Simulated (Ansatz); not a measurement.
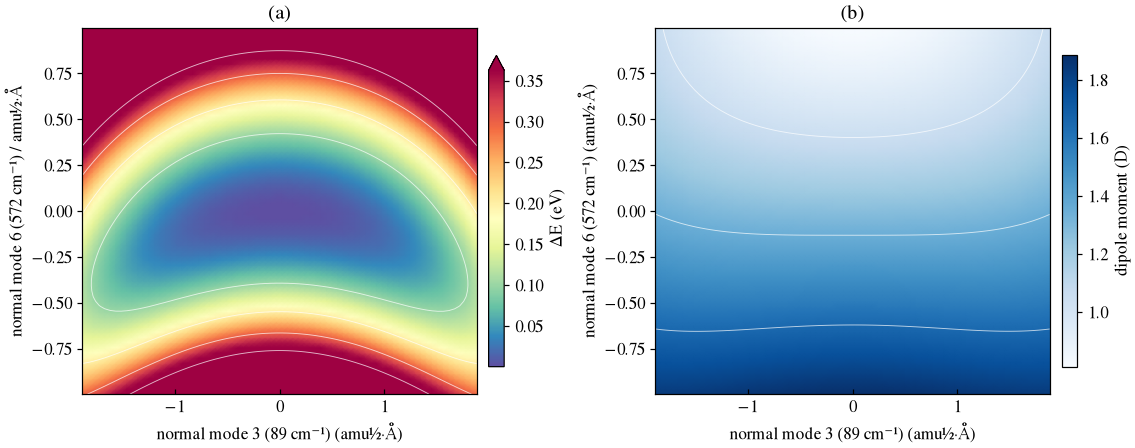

AlBrH3OSi, SMILES [SiH3][O][Al][Br], spin multiplicity 2. The first coordinate is: normal mode 3 (89 cm⁻¹); the second: normal mode 6 (572 cm⁻¹). Nothing is relaxed (straight displacements along the two mass-weighted modes). The scan uses a 15 × 15 grid. Points are written as (first, second). Energies: eV, counted from the lowest grid point. All numbers below come from UKS SPW92 (LDA)/def2-SVP (Ansatz 0.2.0).

Panel (a) is the energy; panel (b) is the computed dipole moment, in D.

The picture shows a smooth colour map with a few white contour lines, one colour for all values above the top of the scale. Between grid points the surface is interpolated.

> How does the dipole moment vary over the map, and what is it at the lowest grid point?

Leaving out the highest fifth of the energies, it runs from 0.85 D at (0.000 amu½·Å, 0.856 amu½·Å) to 1.85 D at (1.344 amu½·Å, −0.999 amu½·Å). At the lowest grid point, (0.000 amu½·Å, 0.000 amu½·Å), it is 1.27 D.

```csv
"normal mode 6 (572 cm⁻¹) ↓, normal mode 3 (89 cm⁻¹) →",−1.881,−1.613,−1.344,−1.075,−0.806,−0.538,−0.269,0.000,0.269,0.538,0.806,1.075,1.344,1.613,1.881
0.999,1.07,1.00,0.95,0.90,0.86,0.83,0.82,0.81,0.82,0.83,0.86,0.90,0.95,1.00,1.07
0.856,1.08,1.02,0.97,0.93,0.90,0.87,0.86,0.85,0.86,0.87,0.90,0.93,0.97,1.02,1.08
0.713,1.11,1.05,1.01,0.97,0.94,0.92,0.91,0.91,0.91,0.92,0.94,0.97,1.01,1.05,1.11
0.571,1.14,1.09,1.05,1.02,1.00,0.98,0.97,0.97,0.97,0.98,1.00,1.02,1.05,1.09,1.14
0.428,1.18,1.14,1.11,1.08,1.06,1.05,1.04,1.04,1.04,1.05,1.06,1.08,1.10,1.14,1.18
0.285,1.23,1.19,1.16,1.14,1.13,1.12,1.11,1.11,1.11,1.12,1.13,1.14,1.16,1.19,1.23
0.143,1.28,1.25,1.23,1.21,1.20,1.19,1.19,1.19,1.19,1.19,1.20,1.21,1.23,1.25,1.28
0.000,1.34,1.32,1.30,1.29,1.28,1.27,1.27,1.27,1.27,1.27,1.28,1.29,1.30,1.32,1.34
−0.143,1.41,1.38,1.37,1.36,1.36,1.36,1.36,1.36,1.36,1.36,1.36,1.36,1.37,1.38,1.41
−0.285,1.47,1.46,1.45,1.44,1.44,1.44,1.44,1.44,1.44,1.44,1.44,1.44,1.45,1.46,1.47
−0.428,1.54,1.53,1.52,1.52,1.52,1.53,1.53,1.53,1.53,1.53,1.52,1.52,1.52,1.53,1.54
−0.571,1.61,1.60,1.60,1.60,1.61,1.61,1.62,1.62,1.62,1.61,1.61,1.60,1.60,1.60,1.61
−0.713,1.69,1.68,1.68,1.69,1.69,1.70,1.71,1.71,1.71,1.70,1.70,1.69,1.68,1.68,1.69
−0.856,1.76,1.76,1.76,1.77,1.78,1.79,1.79,1.80,1.79,1.79,1.78,1.77,1.76,1.76,1.76
−0.999,1.84,1.84,1.85,1.86,1.87,1.88,1.88,1.88,1.88,1.88,1.87,1.86,1.85,1.84,1.84
```
